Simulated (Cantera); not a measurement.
Input: 1 mol C₂H₅OH, 0.023 mol NH₃, held at 10000 Pa.

Cantera equilibrium calculation (NASA polynomials, part measured and part estimated; ideal gas, pure solids and liquids). Candidate condensed phases: C, C₆H₆, C₇H₈, C₈H₁₈, H₂O; 136 gas species. Equilibrium is a limit: real reactors are often held back by kinetics, nucleation or transport.

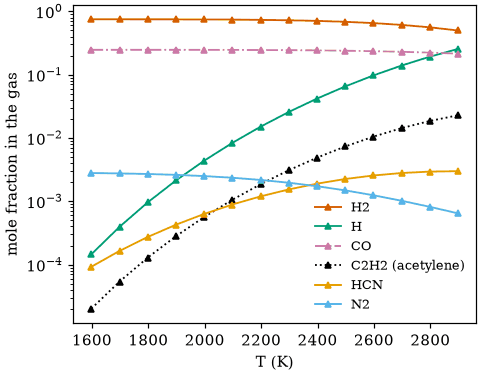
Figure. Equilibrium gas composition (values under 1e-9 drawn at 1e-9)

From 1598 K to 2898 K the condensed part is C(graphite). The main C-bearing gas is CO throughout. The share of C in condensed phases is highest at 1598 K (50.0 %) and lowest at 2898 K (36.5 %).
